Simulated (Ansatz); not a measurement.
The calculation's input:

```
crystal:
  periodic: [false, false, false]
  atoms:
    - {symbol: C, position_ang: [-1.604732, -0.311331, 1.035966]}
    - {symbol: C, position_ang: [-1.809690, -0.869376, -0.171340]}
    - {symbol: Al, position_ang: [-0.392682, -1.754826, -1.204517]}
    - {symbol: H, position_ang: [-2.402753, 0.181950, 1.606860]}
    - {symbol: H, position_ang: [-0.619373, -0.319244, 1.519718]}
    - {symbol: H, position_ang: [-2.833854, -0.810438, -0.573831]}
    - {symbol: H, position_ang: [-0.772207, -2.380332, -2.636369]}
basis:
  gaussian: {orbitals: def2-TZVPD}
magnetization: {spin_polarized: true, initial_magnetization: 1}
hamiltonian: {xc: {name: PBE0}}
output: {forces: true, orbitals: {seedname: orbitals}}
```

Command:

```sh
ansatz run input.yaml --threads 1 --pin off --max-ram 2610MiB --events-out events.jsonl --progress --plain --runs-dir runs
```

Geometry: B3LYP-D3(BJ)/def2-SVP.

The calculation used isolated molecule in a Gaussian basis; Kohn-Sham density functional theory, functional PBE0 in Ansatz.

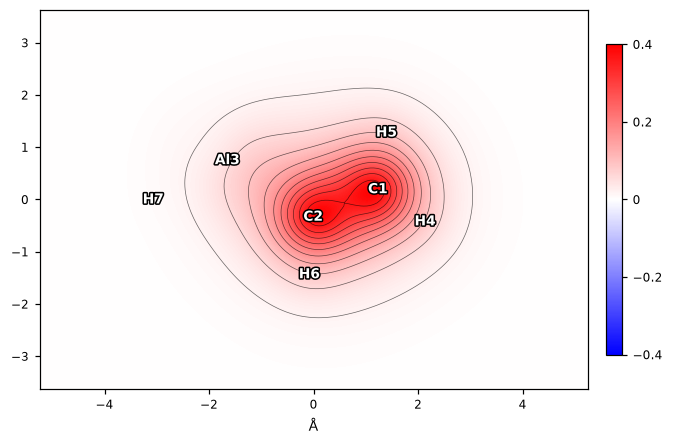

C2H4Al (doublet). The HOMO−1 (β) on a plane 0.8 Å above the molecular plane (values in Å⁻³ᐟ²; the overall sign is arbitrary).

Question: Describe this orbital and give its energy.

Answer: It lies mainly on C2 (about 40 %) and C1 (about 40 %); it changes sign across the molecular plane (π type); π-bonding across C1–C2. Its energy is −8.07 eV.
